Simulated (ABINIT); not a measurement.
# AlN (F-43m): G0W0 in ABINIT against the screening cutoff in the self-energy, part 2 of 2

How does the gap of AlN (F-43m) converge in the screening cutoff in the self-energy?

ABINIT 10.8.3; PBE and many-body steps on it, plane waves. Known limits of the many-body steps: not at the basis limit.

So far. Step 2 (Screening, 6×6×6 mesh, 382 bands, screening to 435.4 eV): Local fields lower ε∞ by 9 %. Step 5 (5.6 Ha): The gap on the mesh goes from 3.32 eV to 4.51 eV, a correction of +1.18 eV.

### 6. 8 Ha

Level of this step: G0W0 on PBE, plane waves, norm-conserving pseudopotentials (ABINIT).

run.abi

```
acell 3*1.0 Angstrom
rprim 
  -0.000000000000 2.183993559600 2.183993559600
  2.183993559600 -0.000000000000 2.183993559600
  2.183993559600 2.183993559600 -0.000000000000
ntypat 2
znucl 13 7
natom 2
typat 1 2
xred 
  0.000000000000 0.000000000000 0.000000000000
  0.750000000000 0.750000000000 0.750000000000
pp_dirpath "pseudos"
pseudos "Al.upf, N.upf"
ecut 36
ngkpt 6 6 6
nshiftk 1
shiftk 0 0 0
kptopt 1
chksymbreak 0
istwfk *1
occopt 1
irdwfk 1
optdriver 4
nband 382
gwcalctyp 0
ecutsigx 36
symsigma 1
nkptgw 2
kptgw 
  0.0000000000 0.0000000000 0.0000000000
  0.5000000000 0.5000000000 0.0000000000
bdgw 
  2 8
  3 6
ecuteps 8
irdscr 1
ppmodel 1
indata_prefix "in"
outdata_prefix "out"
tmpdata_prefix "tmp"
```

Launch:

```
OMP_NUM_THREADS=1 mpirun -n 8 abinit run.abi > log
```

The program printed:

```text
.Version 10.8.3 of ABINIT. v10.8.2 released Aug 2026.

 Symmetries : space group F-4 3 m (#216); Bravais cF (face-center cubic)
[... echo of the input left out ...]
== DATASET  1 ==================================================================
-   mpi_nproc: 8, omp_nthreads: 1 (-1 if OMP is not activated)

--- !DatasetInfo
iteration_state: {dtset: 1, }
dimensions: {natom: 2, nkpt: 16, mband: 382, nsppol: 1, nspinor: 1, nspden: 1, mpw: 1464, }
cutoff_energies: {ecut:  36.0, pawecutdg:  -1.0, }
[...]
Band     E0 <VxcDFT>   SigX SigC(E0)      Z dSigC/dE  Sig(E)    E-E0       E
[...]
5   8.483  -9.206  -5.016  -3.819   0.835  -0.197  -8.896   0.309   8.793
        6  13.810  -9.461  -4.383  -4.434   0.838  -0.193  -8.922   0.539  14.349

== END DATASET(S) ==============================================================
================================================================================

 -outvars: echo values of variables after computation  --------
           etotal      0.0000000000E+00
            nband         382
             nkpt          16
          spgroup         216
 [... the other variables as echoed above ...]

 Calculation completed.
```

It took 11 s on 8 MPI ranks of AMD EPYC 9R45, shared host; peak memory 2.3 GiB.

Numbers from this step:

```yaml
g0w0_gap_on_the_points_computed: 4.616 eV
starting_gap_on_the_mesh: 3.325 eV
k_of_the_valence_top: 0, 0, 0
k_of_the_conduction_bottom: 0.5, 0.5, 0
least_direct_g0w0_gap_on_the_computed_points: 5.637 eV
```

Against the run before, the gap moves by +0.109 eV.

### 7. 12 Ha

run.abi, as its differences from that of step 6:

```diff
@@ -35,3 +35,3 @@
   3 6
-ecuteps 8
+ecuteps 12
 irdscr 1
```

The program printed:

```text
.Version 10.8.3 of ABINIT. v10.8.2 released Aug 2026.

 Symmetries : space group F-4 3 m (#216); Bravais cF (face-center cubic)
[... echo of the input left out ...]
== DATASET  1 ==================================================================
-   mpi_nproc: 8, omp_nthreads: 1 (-1 if OMP is not activated)

--- !DatasetInfo
iteration_state: {dtset: 1, }
dimensions: {natom: 2, nkpt: 16, mband: 382, nsppol: 1, nspinor: 1, nspden: 1, mpw: 1464, }
cutoff_energies: {ecut:  36.0, pawecutdg:  -1.0, }
[...]
Band     E0 <VxcDFT>   SigX SigC(E0)      Z dSigC/dE  Sig(E)    E-E0       E
[...]
5   8.483  -9.206  -5.016  -3.829   0.835  -0.197  -8.904   0.301   8.785
        6  13.810  -9.461  -4.383  -4.440   0.838  -0.193  -8.926   0.534  14.344

== END DATASET(S) ==============================================================
================================================================================

 -outvars: echo values of variables after computation  --------
           etotal      0.0000000000E+00
            nband         382
             nkpt          16
          spgroup         216
 [... the other variables as echoed above ...]

 Calculation completed.
```

It took 25 s on 8 MPI ranks; peak memory 2.9 GiB; 3.4 min of CPU time.

This step gave:

```yaml
g0w0_gap_on_the_points_computed: 4.654 eV
starting_gap_on_the_mesh: 3.325 eV
k_of_the_valence_top: 0, 0, 0
k_of_the_conduction_bottom: 0.5, 0.5, 0
least_direct_g0w0_gap_on_the_computed_points: 5.644 eV
```

Against the run before, the gap moves by +0.038 eV.

### 8. 16 Ha

run.abi, as its differences from that of step 7:

```diff
@@ -35,3 +35,3 @@
   3 6
-ecuteps 12
+ecuteps 16
 irdscr 1
```

The program printed:

```text
.Version 10.8.3 of ABINIT. v10.8.2 released Aug 2026.

 Symmetries : space group F-4 3 m (#216); Bravais cF (face-center cubic)
[... echo of the input left out ...]
== DATASET  1 ==================================================================
-   mpi_nproc: 8, omp_nthreads: 1 (-1 if OMP is not activated)

--- !DatasetInfo
iteration_state: {dtset: 1, }
dimensions: {natom: 2, nkpt: 16, mband: 382, nsppol: 1, nspinor: 1, nspden: 1, mpw: 1464, }
cutoff_energies: {ecut:  36.0, pawecutdg:  -1.0, }
[...]
Band     E0 <VxcDFT>   SigX SigC(E0)      Z dSigC/dE  Sig(E)    E-E0       E
[...]
5   8.483  -9.206  -5.016  -3.831   0.835  -0.197  -8.907   0.299   8.782
        6  13.810  -9.461  -4.383  -4.441   0.838  -0.193  -8.927   0.533  14.344

== END DATASET(S) ==============================================================
================================================================================

 -outvars: echo values of variables after computation  --------
           etotal      0.0000000000E+00
            nband         382
             nkpt          16
          spgroup         216
 [... the other variables as echoed above ...]

 Calculation completed.
```

Elapsed: 51 s, on 8 MPI ranks; peak memory 3.6 GiB; 6.7 min of CPU time.

This step gave:

* G0W0 gap on the points computed: 4.667 eV
* starting gap on the mesh: 3.325 eV
* k of the valence top: 0, 0, 0
* k of the conduction bottom: 0.5, 0.5, 0
* least direct G0W0 gap on the computed points: 5.645 eV

Against the run before, the gap moves by +0.013 eV.

### 9. Side by side

Times are wall times on 8 MPI ranks of AMD EPYC 9R45, shared host, good to a factor of about two. A run's time includes the screening step that it read.

```
   run   mesh  bands  screening cutoff (eV)  DFT gap (eV)  gap on the mesh (eV)  direct (eV)  ε∞ used     time
1.6 Ha  6×6×6    382                   43.5         3.325                 4.294        5.256     4.35     52 s
3.2 Ha  6×6×6    382                   87.1         3.325                 4.392        5.470     4.35     53 s
5.6 Ha  6×6×6    382                  152.4         3.325                 4.507        5.581     4.35     55 s
  8 Ha  6×6×6    382                  217.7         3.325                 4.616        5.637     4.35     61 s
 12 Ha  6×6×6    382                  326.5         3.325                 4.654        5.644     4.35     75 s
 16 Ha  6×6×6    382                  435.4         3.325                 4.667        5.645     4.35  1.7 min
```

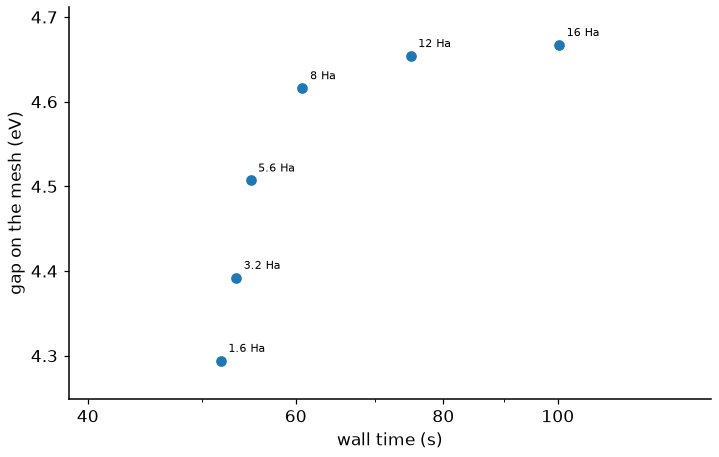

Result against wall time.

### 10. Results

| Quantity | Value |
| --- | --- |
| 1.6 Ha | 4.294 eV |
| 3.2 Ha | 4.392 eV |
| 5.6 Ha | 4.507 eV |
| 8 Ha | 4.616 eV |
| 12 Ha | 4.654 eV |
| 16 Ha | 4.667 eV |
| known limits | not at the basis limit |

**Reading.** The setting moved: screening cutoff in the self-energy. From 1.6 Ha to 16 Ha the gap moves by +0.37 eV. The last step still moves it by +0.013 eV. Bands and screening cutoff are coupled, so a series along one setting does not show full convergence. Bands and cutoff are finite, so the gap is not at the basis limit. The miss can reach some tenths of an eV and take either sign; the mesh is an error of its own. In the G0W0 runs levels were corrected at 2 k points alone, so a gap called «on the mesh» is the least over those, and an edge elsewhere would be missed.

[Paths, hosts, dates, memory and timing lines, banners, echoed tables and standing remarks are left out of the program output.]

[Logs are printed without paths, hosts, clocks, repeated set-up lines and the standing remarks that a program may print on its own settings, such as how far it seeks lower states.]

[Runs of the session that timed out or met a known fault of the program may be left out.]

[Hosts, paths, dates, database ids (printed as entryN), source tags and the programs' standing remarks are cut or masked in the printed files.]

[G0W0 gaps are taken among the corrected bands and points alone; a level outside them can change the order at an edge.]

[Where Ansatz stands beside ABINIT at settings called matched, ABINIT's density can come from a denser mesh and the files from another edition; pairs whose starting gaps differed by over 0.03 eV were left out, so agreement reads better than it is.]
